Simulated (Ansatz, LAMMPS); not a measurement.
# Amorphous 50HfO2-50SiO2 (mol %) (84 atoms): geometry optimisation, part 2 of 4

Aim: bring amorphous 50HfO2-50SiO2 (mol %) (84 atoms) to a nearby minimum of the energy and see what moves.

Ansatz 0.2.0; Kohn-Sham DFT, PBE, PAW (set soft_2), plane waves.

The cell: 14 Hf, 14 Si and 56 O. The quench rate of 50 K/ps is many orders above laboratory rates. The network of bonds at the start is that of the classical potential that made the cell. Only the Γ point is sampled in the main run, in a cell whose shortest periodic width is 11 Å. The levels lack spin–orbit coupling.

So far. Step 3 (Single point at the start): Neighbours are counted within 2.82 Å (O-Hf), 2.12 Å (O-Si).

## 4. Cell and atoms relaxed

Cell and atoms are freed together, to release stress as well as forces.

input.yaml

```yaml
crystal:
  lattice:
    - [10.6577, 0.0, 0.0]
    - [0.0, 10.6577, 0.0]
    - [0.0, 0.0, 10.6577]
  atoms:
    [... the 84 atom lines of step 3 ...]
kpoints:
  mp_grid: { grid: [1, 1, 1] }
hamiltonian:
  xc: pbe
scf:
  occupations: { method: fermi_dirac, width: 0.025 }
output:
  forces: true
relax:
  f_tol: 0.04
  max_steps: 250
  cell: {}
```

Launch:

```console
> ansatz run input.yaml --threads 4 --pin off --max-ram 8192MiB --backend cpu --events-out ev --progress --plain --runs-dir out
```

Numbers of over 12 decimals in the logs are rounded to 6 here.

The log of the run:

```text
[...]
Crystal: 84 atoms, lattice volume = 1210.572 Å³
Basis set: ecut = 420 eV, 23703 PW (Γ), exchange–correlation on 144×144×144 points (8 copies of the dense FFT grid, shifted against one another)
Bands: 462, of which v1, the nominal top of the filled ones, is band 378 counted from 1 (377 counted from 0)
Symmetry: 1 space group operations
[...]
k-points: 1
[...]
SCF iter   1: F=—  HF=-260883.873392 eV  |F-HF|=—  |Δ(HF+E_count)|=         —  Δρ=3.75e-3  dr2=1.67e-1  ethr=1.77e-3  ⟨swp⟩=6.0  Hψ=1737  notcnv=0  defer=62
[...]
SCF iter  11: F=-260883.859098 eV  HF=-260883.859098 eV  |F-HF|=3.20e-10  |Δ(HF+E_count)|=   7.23e-8  Δρ=1.58e-6  dr2=3.22e-8  ethr=1.32e-11  ⟨swp⟩=4.0  Hψ=1222  notcnv=0
SCF 1 converged in 11 iterations: F = -260883.859098 eV  dr2 = 3.22e-8
[...]
relax step   1: F+E_penalty+E_count = -260883.85909792 eV  Δ(F+E_penalty+E_count) = +0.000e0 eV  max|allowed force component| = 3.272e0 eV/Å  Δτ_max = 0.0000 Å  P = -4.356 GPa  Ω = 1210.572 Å³  (11 SCF iters, dr2 threshold 1.00e-7 eV, accepted)
[... from here on, the SCF cycles and remarks between the steps are left out ...]
relax step   2: F+E_penalty+E_count = -260887.44911726 eV  Δ(F+E_penalty+E_count) = -3.590e0 eV  max|allowed force component| = 1.468e0 eV/Å  Δτ_max = 0.1950 Å  P = +3.462 GPa  Ω = 1134.578 Å³  energy of the carried Pulay correction = +2.764e-1 eV  (9 SCF iters, dr2 threshold 8.40e-6 eV, accepted)
relax step   3: F+E_penalty+E_count = -260888.33279846 eV  Δ(F+E_penalty+E_count) = -8.837e-1 eV  max|allowed force component| = 1.086e0 eV/Å  Δτ_max = 0.1242 Å  P = +1.162 GPa  Ω = 1150.926 Å³  energy of the carried Pulay correction = +2.155e-1 eV  (8 SCF iters, dr2 threshold 8.40e-6 eV, accepted)
relax step   4: F+E_penalty+E_count = -260889.06160907 eV  Δ(F+E_penalty+E_count) = -7.288e-1 eV  max|allowed force component| = 4.264e-1 eV/Å  Δτ_max = 0.2000 Å  P = -0.105 GPa  Ω = 1144.076 Å³  energy of the carried Pulay correction = +2.409e-1 eV  (8 SCF iters, dr2 threshold 8.40e-6 eV, accepted)
relax step   5: F+E_penalty+E_count = -260889.20139745 eV  Δ(F+E_penalty+E_count) = -1.398e-1 eV  max|allowed force component| = 3.903e-1 eV/Å  Δτ_max = 0.2000 Å  P = +0.079 GPa  Ω = 1140.308 Å³  energy of the carried Pulay correction = +2.550e-1 eV  (8 SCF iters, dr2 threshold 8.40e-6 eV, accepted)
relax step   6: F+E_penalty+E_count = -260889.25700469 eV  Δ(F+E_penalty+E_count) = -5.561e-2 eV  max|allowed force component| = 1.460e-1 eV/Å  Δτ_max = 0.0688 Å  P = -0.031 GPa  Ω = 1143.012 Å³  energy of the carried Pulay correction = +2.449e-1 eV  (7 SCF iters, dr2 threshold 8.40e-6 eV, accepted)
relax step   7: F+E_penalty+E_count = -260889.28126344 eV  Δ(F+E_penalty+E_count) = -2.426e-2 eV  max|allowed force component| = 1.959e-1 eV/Å  Δτ_max = 0.1978 Å  P = -0.009 GPa  Ω = 1143.180 Å³  energy of the carried Pulay correction = +2.443e-1 eV  (9 SCF iters, dr2 threshold 1.33e-6 eV, accepted)
relax step   8: F+E_penalty+E_count = -260889.21757565 eV  Δ(F+E_penalty+E_count) = +6.369e-2 eV  max|allowed force component| = 6.664e-1 eV/Å  Δτ_max = 0.1787 Å  P = +0.047 GPa  Ω = 1143.205 Å³  energy of the carried Pulay correction = +2.442e-1 eV  (9 SCF iters, dr2 threshold 2.40e-6 eV, rejected (line search))
relax step   9: F+E_penalty+E_count = -260889.31338370 eV  Δ(F+E_penalty+E_count) = -3.212e-2 eV  max|allowed force component| = 1.019e-1 eV/Å  Δτ_max = 0.0686 Å  P = -0.017 GPa  Ω = 1143.136 Å³  energy of the carried Pulay correction = +2.444e-1 eV  (13 SCF iters, accepted)
relax step  10: F+E_penalty+E_count = -260889.31718319 eV  Δ(F+E_penalty+E_count) = -3.799e-3 eV  max|allowed force component| = 8.707e-2 eV/Å  Δτ_max = 0.0631 Å  P = -0.002 GPa  Ω = 1142.634 Å³  energy of the carried Pulay correction = +2.463e-1 eV  (8 SCF iters, dr2 threshold 6.50e-7 eV, accepted)
relax step  11: F+E_penalty+E_count = -260889.32061773 eV  Δ(F+E_penalty+E_count) = -3.435e-3 eV  max|allowed force component| = 6.656e-2 eV/Å  Δτ_max = 0.0610 Å  P = +0.024 GPa  Ω = 1142.904 Å³  energy of the carried Pulay correction = +2.453e-1 eV  (8 SCF iters, dr2 threshold 4.74e-7 eV, accepted)
relax step  12: F+E_penalty+E_count = -260889.32242444 eV  Δ(F+E_penalty+E_count) = -1.807e-3 eV  max|allowed force component| = 2.629e-2 eV/Å  Δτ_max = 0.0252 Å  P = -0.010 GPa  Ω = 1143.017 Å³  energy of the carried Pulay correction = +2.449e-1 eV  (7 SCF iters, dr2 threshold 2.77e-7 eV, accepted)
relax step  13: F+E_penalty+E_count = -260889.16690554 eV  Δ(F+E_penalty+E_count) = +1.555e-1 eV  max|allowed force component| = 2.390e-2 eV/Å  Δτ_max = 0.0000 Å  P = -0.282 GPa  Ω = 1143.017 Å³  stress off target by 4.09e-1 GPa  SCF on the basis re-selected at this cell (its energy is not comparable with the rows above)  (8 SCF iters)
relax step  14: F+E_penalty+E_count = -260889.18298535 eV  Δ(F+E_penalty+E_count) = -1.608e-2 eV  max|allowed force component| = 2.020e-2 eV/Å  Δτ_max = 0.0154 Å  P = -0.014 GPa  Ω = 1139.731 Å³  energy of the carried Pulay correction = +1.205e-2 eV  (7 SCF iters, dr2 threshold 4.19e-7 eV, accepted)
relax step  15: F+E_penalty+E_count = -260889.17029639 eV  Δ(F+E_penalty+E_count) = +1.269e-2 eV  max|allowed force component| = 2.015e-2 eV/Å  Δτ_max = 0.0000 Å  P = -0.026 GPa  Ω = 1139.731 Å³  stress off target by 4.75e-2 GPa  SCF on the basis re-selected at this cell (its energy is not comparable with the rows above)  (7 SCF iters)
[...]
SCF converged after 7 iterations
Free energy (F): -260889.170296 eV
[...]
Internal energy: -260889.170296 eV  (E = F + TS)
E sigma→0 (E₀):  -260889.170296 eV
Fermi energy:    8.925397 eV
[...]
--- Forces (eV/Å), atoms counted from 1 ---
  atom   1  Hf    -0.00375760    -0.00325142     0.00425563
  atom   2  Hf     0.00253856     0.01042800     0.00467381
  atom   3  Hf     0.00452152     0.00664207     0.00317080
  atom   4  Hf    -0.01387953     0.01079694    -0.00223933
  atom   5  Hf    -0.00129840     0.00552890    -0.00711137
  atom   6  Hf     0.01161918     0.01645436    -0.00583695
  atom   7  Hf    -0.00660568    -0.01214127    -0.00037700
  atom   8  Hf    -0.00681961    -0.00237219    -0.00859061
  atom   9  Hf    -0.01345377     0.01553228     0.00449264
  atom  10  Hf    -0.01021872    -0.00117231     0.01781553
  atom  11  Hf     0.01328103    -0.01303811     0.00180427
  atom  12  Hf     0.00982423    -0.00534949    -0.00206750
  atom  13  Hf    -0.00012435     0.00402581     0.00618295
  atom  14  Hf     0.00239077    -0.00916992    -0.00536696
[...]
atom  83  O      0.01177633    -0.01097267    -0.00499322
  atom  84  O      0.01389633     0.00489288     0.00016011
  max |Σ_I F_I| component: 1.01e-5 eV/Å
--- Stress (GPa, compression-positive) ---
       -0.021475      -0.002458       0.004772
       -0.002458      -0.047284      -0.000612
        0.004773      -0.000612      -0.008645
  P = ⅓ Tr σ = -0.0258 GPa (-0.258 kbar)
--- Relaxed structure (13 steps of the walk, 12 accepted, 2 SCFs on fresh bases) ---
  F+E_penalty+E_count = -260889.17029639 eV   max|allowed force component| = 2.015e-2 eV/Å   (the final SCF, on the basis selected at the relaxed cell)
  cell:  # Å, volume = 1139.7314 Å³
    - [10.451070, 0.212180, 0.083647]
    - [0.212180, 10.296597, -0.139661]
    - [0.083647, -0.139661, 10.598314]
  atoms:
    - { symbol: Hf, position: [0.458829, 0.663498, 0.802235] }
    - { symbol: Hf, position: [0.407324, 0.167616, 0.024837] }
    - { symbol: Hf, position: [-0.016288, 0.896934, 0.760511] }
    - { symbol: Hf, position: [0.621247, 0.396276, 0.0092404] }
[...]
- { symbol: O, position: [0.480344, 0.782577, 0.142595] }
```

It took 4.8 min on 4 threads of Arm Neoverse V1, shared host; peak memory 1.8 GiB.

Step by step:

```
step  energy less that of the first step (eV)  largest force component (eV/Å)  pressure (GPa)  volume (Å³)
   1                                   0.0000                          3.2724           -4.36      1210.57
   2                                  -3.5900                          1.4676            3.46      1134.58
   3                                  -4.4737                          1.0862            1.16      1150.93
   4                                  -5.2025                          0.4264           -0.10      1144.08
   5                                  -5.3423                          0.3903            0.08      1140.31
   6                                  -5.3979                          0.1460           -0.03      1143.01
   7                                  -5.4222                          0.1959           -0.01      1143.18
   8                                  -5.3585                          0.6664            0.05      1143.21
   9                                  -5.4543                          0.1019           -0.02      1143.14
  10                                  -5.4581                          0.0871            0.00      1142.63
  11                                  -5.4615                          0.0666            0.02      1142.90
  12                                  -5.4633                          0.0263           -0.01      1143.02
 13*                                  -5.3078                          0.0239           -0.28      1143.02
  14                                  -5.3239                          0.0202           -0.01      1139.73
 15*                                  -5.3112                          0.0202           -0.03      1139.73
```

Relaxation steps marked * repeat the geometry before them on a plane-wave basis chosen anew for their cell, so energy and pressure can jump there. Relaxation step 8 was tried and not accepted.

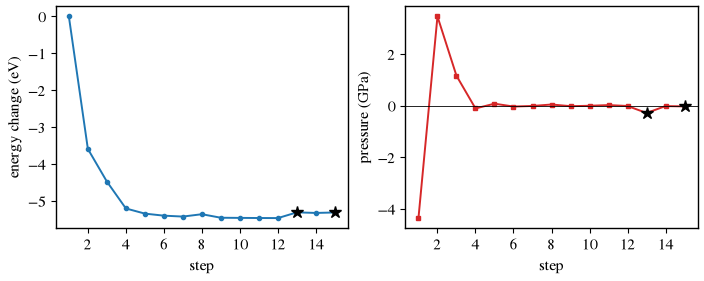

Energy and pressure along the relaxation. Stars mark steps on a basis chosen anew.

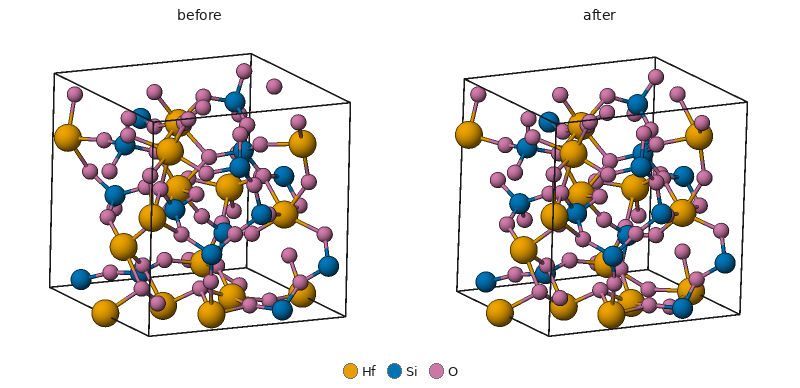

Before and after, at one scale. Bonds to atoms that aren't drawn are left out.

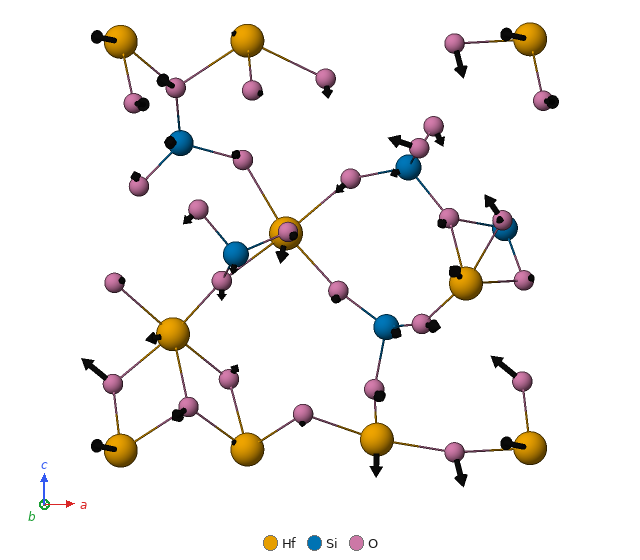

Displacements in the relaxation, exaggerated, measured against the changing cell; the longest in the cell stands for 0.54 Å. Drawn is a slice 4 Å thick, seen along the normal of the ac plane.

```csv
cell as run,before,after,change
a (Å),10.658,10.454,-1.9 %
b (Å),10.658,10.300,-3.4 %
c (Å),10.658,10.600,-0.5 %
α (°),90.00,91.52,+1.7 %
β (°),90.00,89.10,-1.0 %
γ (°),90.00,87.66,-2.6 %
volume (Å³/atom),14.41,13.57,-5.9 %
```

The atoms that moved most (Å, as changes of fractional coordinates times the final cell):

| atom | dx | dy | dz | length |
| --- | --- | --- | --- | --- |
| Hf10 | -0.213 | 0.499 | 0.009 | 0.543 |
| Hf3 | -0.354 | 0.099 | 0.395 | 0.539 |
| O35 | 0.239 | -0.453 | -0.068 | 0.516 |
| Hf11 | 0.042 | 0.327 | 0.318 | 0.458 |
| O39 | 0.139 | -0.193 | -0.343 | 0.418 |
| O34 | -0.333 | 0.180 | 0.156 | 0.409 |
| O51 | -0.295 | 0.006 | 0.279 | 0.406 |
| O38 | -0.129 | 0.347 | 0.062 | 0.375 |

The relaxation changed the energy by -63.2 meV/atom, and atoms moved by 0.23 Å r.m.s., 0.54 Å at most.

## 5. Local order after relaxation

Bonds before and after, by the cutoffs listed below:

| pair | bonds before | bonds after | mean before (Å) | mean after (Å) | spread before (Å) | spread after (Å) |
| --- | --- | --- | --- | --- | --- | --- |
| O-Hf | 82 | 84 | 2.156 | 2.138 | 0.087 | 0.157 |
| O-Si | 56 | 56 | 1.632 | 1.641 | 0.051 | 0.030 |

Density 5.52 g/cm³, 13.57 Å³ an atom.

g(r), total and by pair (bins of 0.2 Å):

| r (Å) | total | O-O | O-Hf | O-Si | Hf-Hf | Hf-Si | Si-Si |
| --- | --- | --- | --- | --- | --- | --- | --- |
| 1.50 | 0.16 | 0.00 | 0.00 | 0.70 | 0.00 | 0.00 | 0.00 |
| 1.70 | 2.52 | 0.00 | 0.00 | 11.34 | 0.00 | 0.00 | 0.00 |
| 1.90 | 0.67 | 0.00 | 3.00 | 0.00 | 0.00 | 0.00 | 0.00 |
| 2.10 | 1.16 | 0.00 | 5.21 | 0.00 | 0.00 | 0.00 | 0.00 |
| 2.30 | 0.49 | 0.00 | 2.22 | 0.00 | 0.00 | 0.00 | 0.00 |
| 2.50 | 0.52 | 1.03 | 0.28 | 0.00 | 0.00 | 0.00 | 0.00 |
| 2.70 | 1.56 | 3.47 | 0.07 | 0.00 | 0.00 | 0.00 | 0.00 |
| 2.90 | 0.86 | 1.69 | 0.00 | 0.21 | 0.00 | 1.09 | 0.00 |
| 3.10 | 0.87 | 1.45 | 0.18 | 0.18 | 0.00 | 0.48 | 4.43 |
| 3.30 | 0.83 | 0.84 | 0.16 | 0.69 | 4.21 | 2.51 | 0.45 |
| 3.50 | 1.03 | 0.76 | 0.61 | 1.08 | 1.54 | 4.92 | 0.00 |
| 3.70 | 0.98 | 0.59 | 1.08 | 1.68 | 1.69 | 0.84 | 0.34 |
| 3.90 | 0.95 | 0.78 | 0.99 | 1.25 | 2.41 | 0.31 | 0.90 |
| 4.10 | 1.20 | 0.87 | 1.41 | 1.93 | 0.28 | 0.41 | 1.34 |
| 4.30 | 1.06 | 0.74 | 1.44 | 1.48 | 0.51 | 0.37 | 1.73 |
| 4.50 | 1.10 | 0.85 | 1.80 | 1.11 | 0.47 | 0.46 | 1.38 |
| 4.70 | 0.93 | 0.81 | 1.24 | 0.94 | 0.21 | 0.83 | 1.27 |
| 4.90 | 1.05 | 1.15 | 1.13 | 0.80 | 0.37 | 1.35 | 0.76 |

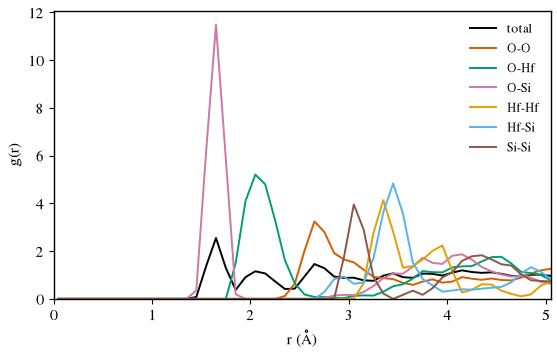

Pair distribution functions, lightly smoothed.

Bonds by pair of elements; cutoffs follow the first minimum of g(r), held within bounds set by covalent radii, and pairs that aren't listed don't count as bonded:

```
pair A-B  cutoff (Å)  bonds  mean length (Å)  spread (Å)  shortest (Å)  B about A  A about B
    O-Hf        2.82     84             2.14       0.157          1.93        1.5          6
    O-Si        2.08     56             1.64        0.03          1.59          1          4
```

How many atoms have how many bonded neighbours:

| element | mean | 2 | 3 | 4 | 5 | 6 | 7 |
| --- | --- | --- | --- | --- | --- | --- | --- |
| Hf | 6 | 0 | 0 | 0 | 2 | 10 | 2 |
| O | 2.5 | 29 | 26 | 1 | 0 | 0 | 0 |
| Si | 4 | 0 | 0 | 14 | 0 | 0 | 0 |

Bond angles, per cent of each kind in bins of 5°:

| angle (°) | O-Hf-O | O-Si-O | Hf-O-Si | Hf-O-Hf | Si-O-Si |
| --- | --- | --- | --- | --- | --- |
| 60–65 | 0.9 | 0.0 | 0.0 | 0.0 | 0.0 |
| 65–70 | 3.3 | 0.0 | 0.0 | 0.0 | 0.0 |
| 70–75 | 10.4 | 0.0 | 0.0 | 0.0 | 0.0 |
| 75–80 | 10.4 | 0.0 | 0.0 | 0.0 | 0.0 |
| 80–85 | 5.2 | 0.0 | 0.0 | 0.0 | 0.0 |
| 85–90 | 11.3 | 0.0 | 1.8 | 0.0 | 0.0 |
| 90–95 | 8.5 | 1.2 | 5.4 | 0.0 | 0.0 |
| 95–100 | 9.0 | 7.1 | 8.9 | 21.3 | 0.0 |
| 100–105 | 5.2 | 9.5 | 3.6 | 23.4 | 0.0 |
| 105–110 | 3.8 | 32.1 | 3.6 | 12.8 | 0.0 |
| 110–115 | 3.8 | 36.9 | 0.0 | 10.6 | 0.0 |
| 115–120 | 2.4 | 9.5 | 7.1 | 2.1 | 0.0 |
| 120–125 | 2.8 | 2.4 | 7.1 | 4.3 | 0.0 |
| 125–130 | 3.3 | 1.2 | 8.9 | 4.3 | 20.0 |
| 130–135 | 2.4 | 0.0 | 14.3 | 2.1 | 20.0 |
| 135–140 | 1.4 | 0.0 | 10.7 | 10.6 | 20.0 |
| 140–145 | 1.4 | 0.0 | 5.4 | 6.4 | 20.0 |
| 145–150 | 2.4 | 0.0 | 10.7 | 2.1 | 0.0 |
| 150–155 | 3.3 | 0.0 | 0.0 | 0.0 | 0.0 |
| 155–160 | 2.8 | 0.0 | 5.4 | 0.0 | 0.0 |
| 160–165 | 1.9 | 0.0 | 1.8 | 0.0 | 0.0 |
| 165–170 | 2.8 | 0.0 | 1.8 | 0.0 | 10.0 |
| 170–175 | 1.4 | 0.0 | 1.8 | 0.0 | 10.0 |
| 175–180 | 0.0 | 0.0 | 1.8 | 0.0 | 0.0 |

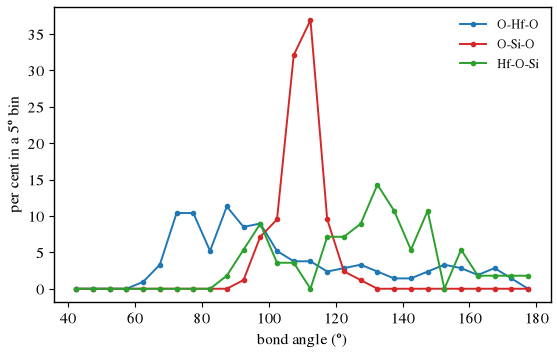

Distributions of the most common bond angles.

Bond angles (no mean is given where the spread exceeds 20°):

```
  angle  count  mean (°)  spread (°)
 O-Hf-O    212         -           -
 O-Si-O     84       109         6.1
Hf-O-Si     56         -           -
Hf-O-Hf     47       113        15.7
Si-O-Si     10       143        14.9
```

Oxygen atoms by the number of network formers (Si, P, Ge, B, Al, As, Ga) bound to them:

```
network formers bound to O  O atoms  per cent
                         0       10      17.9
                         1       36      64.3
                         2       10      17.9
```

Network units: each former by its oxygen neighbours and how many of them bridge to another former:

| former | O neighbours | bridging O | atoms |
| --- | --- | --- | --- |
| Si | 4 | 0 | 1 |
| Si | 4 | 1 | 7 |
| Si | 4 | 2 | 5 |
| Si | 4 | 3 | 1 |

Bond length by coordination (bonds to H left out):

```csv
element,coordination,atoms,mean bond length (Å)
Hf,5,2,2.06
Hf,6,10,2.14
Hf,7,2,2.20
O,2,29,1.76
O,3,26,2.06
O,4,1,2.18
```

For some of the pairs, g(r) has its first main peak near 2.7 Å (O-O), 2.1 Å (O-Hf), 1.6 Å (O-Si), 3.4 Å (Hf-Hf) and 3.1 Å (Si-Si). By these cutoffs 71 % of Hf atoms have 6, 52 % of O atoms have 2 and all Si atoms have 4 bonded neighbours. Counting bonds to Si alone, not to Hf, 18 % of the oxygens join two of these atoms and 64 % one; 18 % join none. The commonest Si unit has 4 oxygens, 1 of them shared with other formers (7 of 14 atoms).

(Continued in part 3 of 4.)

[Logs are printed without paths, hosts, clocks, repeated set-up lines and the standing remarks that a program may print on its own settings, such as how far it seeks lower states.]

[Hosts, paths, dates, database ids (printed as entryN), source tags and the programs' standing remarks are cut or masked in the printed files.]
